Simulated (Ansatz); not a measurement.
```xyz
9
charge 0, multiplicity 2
H    -0.9155   -0.1544   -0.4700
Si    2.0443    0.3360    1.0592
C    -1.8732   -0.3108   -0.9675
H     1.9705    1.6466    1.7554
H     2.2635   -0.7745    2.0218
H     3.0864    0.3456    0.0002
H    -2.0300   -1.3775   -1.1261
H    -1.8714    0.2031   -1.9284
H    -2.6748    0.0858   -0.3448
```

What structure does this define?

The species is CH7Si. Judged by distances it falls into 2 fragments: CH4, SiH3. The point group is C3. It is an open-shell species. Coordination: 1 Si trigonal pyramidal; 1 C tetrahedral.

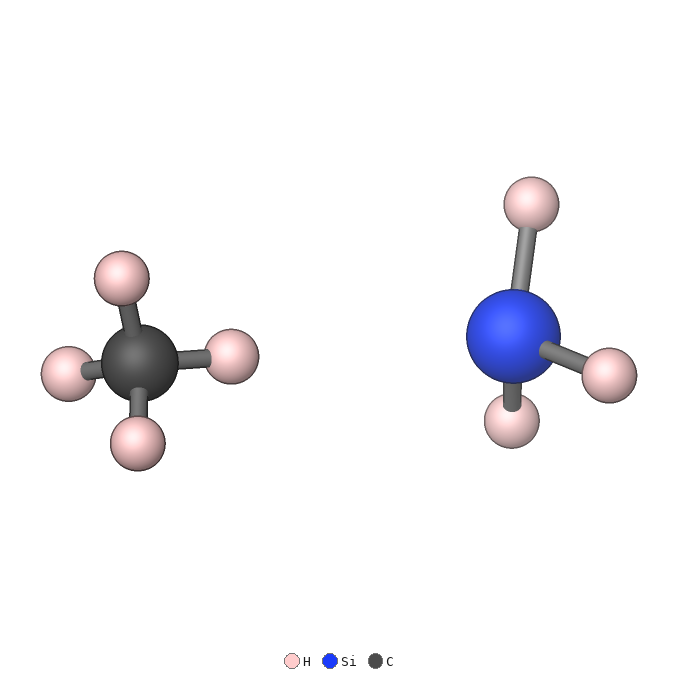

Source: calculation with Ansatz.
